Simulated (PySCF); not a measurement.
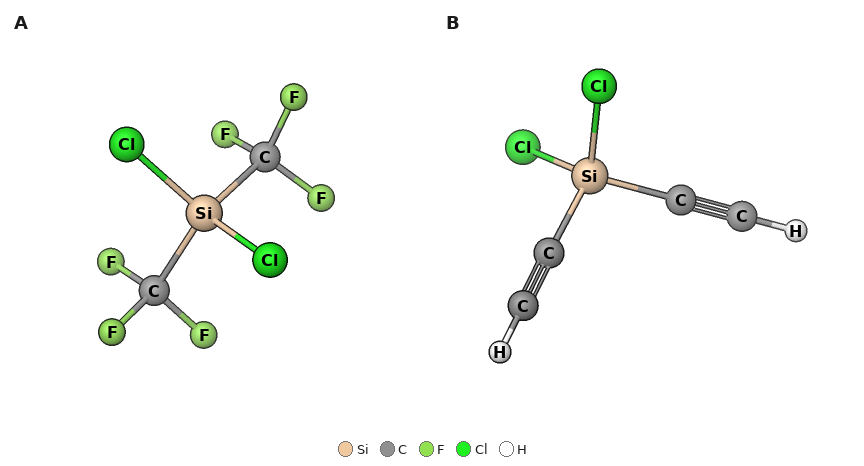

Two related species, optimised with PBE0-D3(BJ)/def2-SVP; properties computed with PySCF 2.14.0. Both: charge 0, singlet.

**What are A and B?**

A is Si(CF3)2Cl2 (FC(F)(F)[Si](Cl)(Cl)C(F)(F)F), B is Si(CCH)2Cl2 (C#C[Si](Cl)(Cl)C#C).

Compare them. With B3LYP/pcSseg-1: dipole moment (D), HOMO–LUMO gap (eV), HOMO energy (Kohn–Sham orbital) (eV), shielding of Si (ppm). With PBE0/def2-SVPD: lowest vertical singlet excitation (eV), mean static polarisability (bohr³). With PBE0/pcSseg-1: Hirshfeld charge of Si (e), IAO charge of Si (e). With PBE0-D3(BJ)/def2-SVP: mean Si–C length (Å), mean Si–Cl length (Å).

| quantity | A | B |
| --- | --- | --- |
| dipole moment (D) | 0.88 | 2.54 |
| HOMO–LUMO gap (eV) | 8.56 | 6.91 |
| HOMO energy (Kohn–Sham orbital) (eV) | −9.50 | −8.39 |
| shielding of Si (ppm) | 345.6 | 377.7 |
| lowest vertical singlet excitation (eV) | 7.38 | 5.59 |
| mean static polarisability (bohr³) | 79.6 | 94.2 |
| Hirshfeld charge of Si (e) | 0.33 | 0.40 |
| IAO charge of Si (e) | 1.00 | 1.12 |
| mean Si–C length (Å) | 1.929 | 1.814 |
| mean Si–Cl length (Å) | 2.033 | 2.051 |

Each is one conformer, and no frequency run is at hand to confirm it as a minimum.
